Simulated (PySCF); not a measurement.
# C3H8BrFSi: electronic excitations

What electronic excitations should C3H8BrFSi (`C[Si](C)(F)CBr`) show?

Programs: PySCF 2.14.0, with density-fitted response routines of our own. Each step states its level of theory. These are calculated values for one molecule in the gas phase, unless marked as measured. Atoms count from 0, in the outputs and in this text.

### Step 1. The molecule as given

14 atoms, charge 0, multiplicity 1; geometry from: GFN2-xTB.

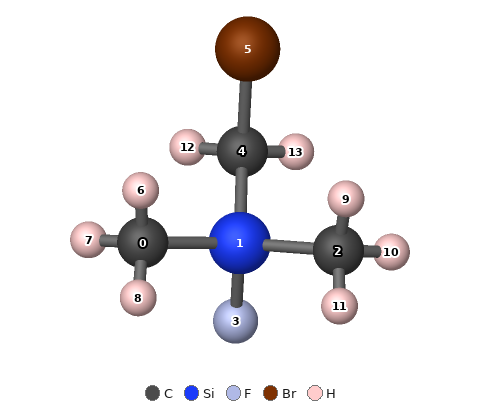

As it starts; carbon dark grey, silicon blue, fluorine light blue, bromine brown, hydrogen pink, atoms numbered.

### Step 2. Ultraviolet spectrum: CAM-B3LYP/def2-SVPD

The job: settings as JSON, then the geometry in Å.

```
{"job": {"kind": "uv", "xc": "CAM-B3LYP", "basis": "def2-SVPD", "nstates": 8, "ntriplets": 3}, "charge": 0, "multiplicity": 1}
C     -0.471456     1.602316     0.768193
Si    -0.213018     0.144648    -0.409533
C     -1.148969    -1.435604     0.043673
F     -0.690165     0.606417    -1.897594
C      1.649844    -0.212037    -0.654783
Br     2.454677    -0.796063     1.027691
H     -0.135974     1.370758     1.774601
H      0.073313     2.481087     0.432576
H     -1.522066     1.871480     0.823870
H     -0.847074    -1.817093     1.014438
H     -0.974222    -2.220328    -0.688045
H     -2.218951    -1.252811     0.078251
H      2.209244     0.666868    -0.965700
H      1.834138    -1.010112    -1.369805
```

Method: TDDFT CAM-B3LYP/def2-SVPD, vertical, gas phase, core orbitals frozen in the response.

Launch:

```
OMP_NUM_THREADS=1 python probes_run.py task.json out
```

This one command runs all jobs of the session in turn.

The program printed:

```text
coarse grid: 54360 points
cycle   1  E = -3082.1351675561  dE = -7.616e-01  |g| = 5.909e-01  |ddm| = 4.839e+00
cycle   2  E = -3082.1215471350  dE =  1.362e-02  |g| = 7.116e-01  |ddm| = 1.398e+00
cycle   3  E = -3082.2050055115  dE = -8.346e-02  |g| = 7.725e-02  |ddm| = 6.119e-01
cycle   4  E = -3082.2060587470  dE = -1.053e-03  |g| = 2.383e-02  |ddm| = 1.234e-01
cycle   5  E = -3082.2061968073  dE = -1.381e-04  |g| = 5.332e-03  |ddm| = 3.591e-02
cycle   6  E = -3082.2062035989  dE = -6.792e-06  |g| = 1.225e-03  |ddm| = 1.020e-02
final grid: 113208 points
cycle   7  E = -3082.2062480223  dE = -6.422e-08  |g| = 1.365e-03  |ddm| = 5.092e-03
cycle   8  E = -3082.2062478615  dE =  1.608e-07  |g| = 1.576e-03  |ddm| = 3.256e-03
cycle   9  E = -3082.2062484909  dE = -6.295e-07  |g| = 6.174e-05  |ddm| = 1.739e-03
cycle  10  E = -3082.2062484921  dE = -1.211e-09  |g| = 1.916e-05  |ddm| = 1.309e-04
cycle  11  E = -3082.2062484923  dE = -1.628e-10  |g| = 1.202e-05  |ddm| = 5.503e-05
converged SCF energy = -3082.2062484923

Static polarisability (au): isotropic 81.756, principal 75.866 79.396 90.005

Singlet excitations
state   eV       nm        f      main configurations
  1   5.8392    212.3   0.00770   H->L 0.90
  2   6.0823    203.8   0.00238   H-1->L 0.90
  3   7.2864    170.2   0.02492   H->L+1 0.72, H->L+2 0.21
  4   7.5518    164.2   0.03801   H-1->L+1 0.70, H-1->L+2 0.23
  5   7.9979    155.0   0.02658   H->L+2 0.43, H-3->L 0.27, H->L+4 0.11
  6   8.0987    153.1   0.00242   H-2->L 0.84
  7   8.2375    150.5   0.02374   H-3->L 0.56, H->L+2 0.20
  8   8.2824    149.7   0.00012   H->L+3 0.76, H->L+6 0.16

Triplet excitations (Tamm-Dancoff, eV): 5.1996 5.4351 7.0887
```

It took 70 s on 1 thread of Arm Neoverse V1, shared host; peak memory 1 GiB.

Frontier orbitals and where they lie:

```
orbital      eV                        atoms
 HOMO−3  -11.05  Br5 25 %, C4 22 %, Si1 13 %
 HOMO−2  -10.44   C2 26 %, C0 26 %, Si1 20 %
 HOMO−1   -9.45            Br5 83 %, C4 11 %
   HOMO   -9.15   Br5 66 %, C4 17 %, Si1 7 %
   LUMO    0.48   Br5 57 %, C4 21 %, Si1 7 %
 LUMO+1    1.03  Br5 21 %, Si1 16 %, C2 10 %
 LUMO+2    1.64    Br5 45 %, C4 9 %, H13 7 %
```

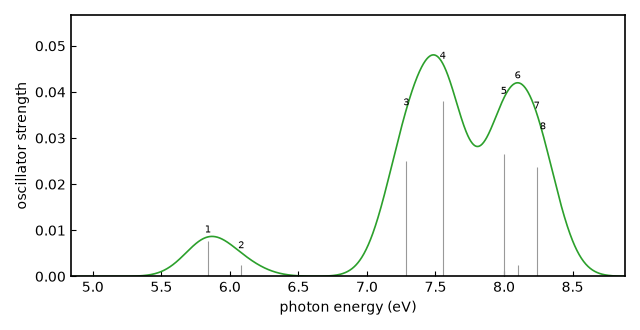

Absorption spectrum from the 8 singlet states computed; above the last one it falls off for lack of states. Lines are broadened to a width of 0.40 eV (Gaussian).

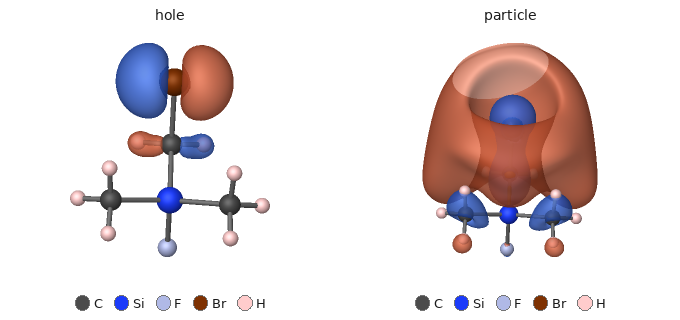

Leading natural transition orbitals of singlet state 4: the electron leaves the hole (left) for the particle orbital (right).

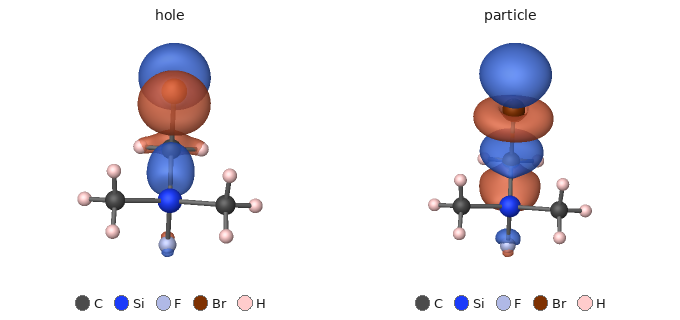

Leading natural transition orbitals of singlet state 1: the electron leaves the hole (left) for the particle orbital (right).

Further results of this job:

```
           property  computed
  dipole moment (D)      0.79
polarisability (Å³)     12.11
 HOMO–LUMO gap (eV)      9.63
      −ε(HOMO) (eV)      9.15
```

The fields below are evaluated on a grid from the run's orbitals.

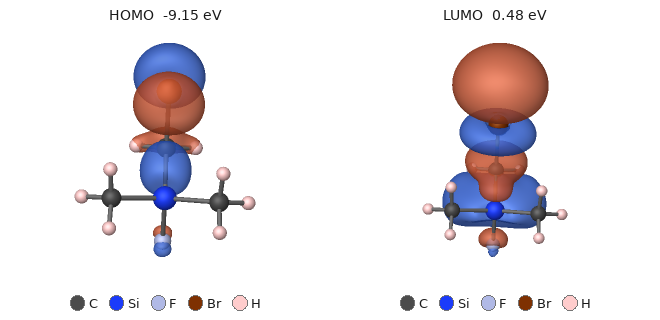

Frontier orbitals at CAM-B3LYP/def2-SVPD; each surface holds 70 % of the orbital's density, blue and red mark the sign.

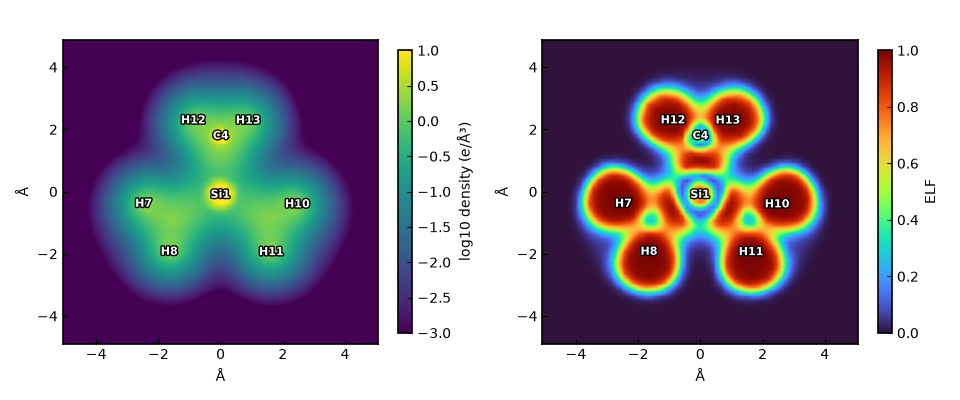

Density (left) and ELF (right) in a plane through or near 8 of the atoms.

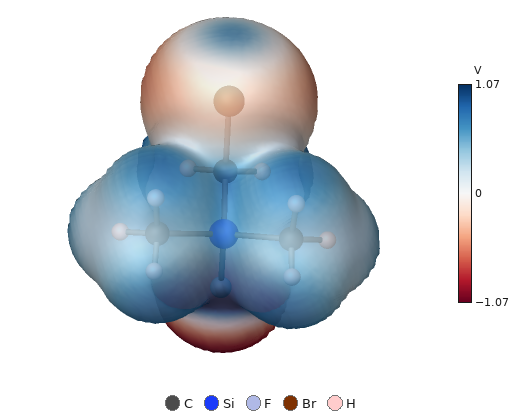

The potential that a unit positive charge feels on the 0.002 e/bohr³ surface, from -1.06 V near F3 to 1.07 V near H12.

### Step 3. Results

| quantity | value |
| --- | --- |
| lowest singlet (CAM-B3LYP/def2-SVPD) | 5.84 eV (212 nm), f = 0.008 |
| brightest single state of those computed | state 4, 7.55 eV, f = 0.038 |
| lowest triplet | 5.20 eV |
| surface potential, least and greatest | -1.06 V and 1.07 V |

In words: The first singlet state (HOMO→LUMO 0.90) lies at 5.84 eV and is weak; of the 8 states computed, the strongest absorption comes from state 4 at 7.55 eV. The lowest triplet lies 0.64 eV below the lowest singlet (triplets in Tamm-Dancoff, singlets in full TDDFT).
